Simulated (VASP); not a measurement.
Band structure of PbI2 (1T layered). Level of theory: PBE GGA, VASP's PBE PAW potentials (set 64) (plane waves; VASP).

Without a dispersion term in the relaxation, distances and binding between the weakly bound layers, chains or molecules are unreliable, and so is what depends on them. Unless said otherwise, spin-orbit coupling is left out, though it shifts the bands of the heavy elements here.

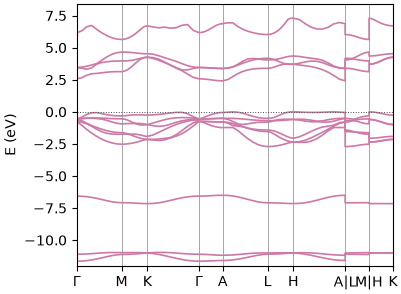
Fig. 1. Bands along high-symmetry lines, zero at the valence-band maximum or, without a gap, the Fermi level

Read the plot: is there a gap, and where are the band edges?

The gap is indirect, 2.41 eV, from the valence maximum at H to the conduction minimum at A. (Edges off the drawn lines would not show.)

Measured: gap 2.40 eV (computed value off by +0.01 eV), as given by Wikipedia, List of semiconductor materials.

The compound is PbI2 in the 1T layered structure. It was relaxed first, which changed the volume by +14 %.
